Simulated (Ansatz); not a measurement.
C₃H₈O₂ (SMILES COCOC)

The calculation's input:

```
crystal:
  periodic: [false, false, false]
  atoms:
    - {symbol: C, position_ang: [-1.024403, -0.789335, 1.349833]}
    - {symbol: O, position_ang: [0.262212, -0.255309, 1.139680]}
    - {symbol: C, position_ang: [0.811356, -0.614833, -0.087446]}
    - {symbol: O, position_ang: [0.154059, -0.062337, -1.182595]}
    - {symbol: C, position_ang: [0.296384, 1.336677, -1.267569]}
    - {symbol: H, position_ang: [-1.339626, -0.485447, 2.347642]}
    - {symbol: H, position_ang: [-1.007546, -1.886208, 1.298245]}
    - {symbol: H, position_ang: [-1.743473, -0.416411, 0.613684]}
    - {symbol: H, position_ang: [0.761774, -1.701439, -0.234493]}
    - {symbol: H, position_ang: [1.856155, -0.280572, -0.049276]}
    - {symbol: H, position_ang: [-0.214209, 1.657259, -2.175232]}
    - {symbol: H, position_ang: [1.355276, 1.620411, -1.333216]}
    - {symbol: H, position_ang: [-0.147560, 1.842641, -0.404458]}
basis:
  gaussian: {orbitals: def2-TZVPP}
hamiltonian: {xc: pbe0, dispersion: d4}
output: {orbitals: {seedname: orbitals}}
```

Command:

```sh
ansatz run in.yaml --threads 4 --pin off --events-out ev --progress --plain --max-ram 10444MiB
```

Geometry: PBE0-D4/def2-TZVP.

These are results of RKS PBE0-D4/def2-TZVPP (Ansatz), not measurements.

**What can the converged electron density and electron localisation function tell about the bonding?**

C–O (1.41 Å): the density is about 2.1 e/Å³ at the midpoint, with its minimum of 1.8 e/Å³ about 0.5 Å from C; the ELF peaks at about 0.90 between the atoms; a polar covalent bond.
C–H (1.09 Å): ρ is about 2.1 e/Å³ halfway; the ELF climbs to about 1 towards the hydrogen, as it does in any bond to H: an ordinary covalent bond to hydrogen.

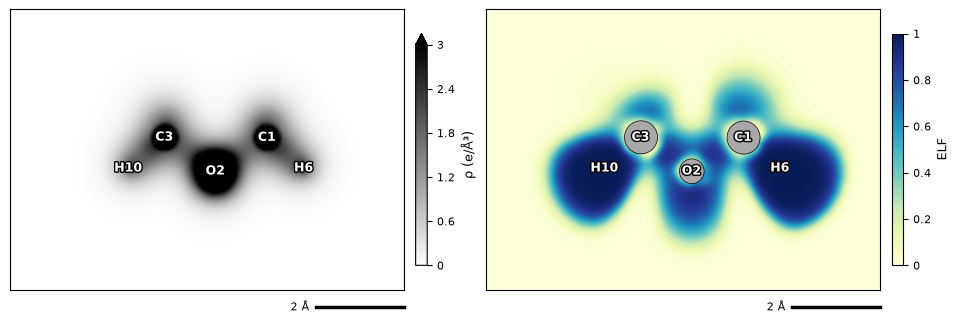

Computed electron density and electron localisation function on the plane of atoms C1, O2 and C3, in this order. Grey discs cover the atomic cores in the ELF map. 
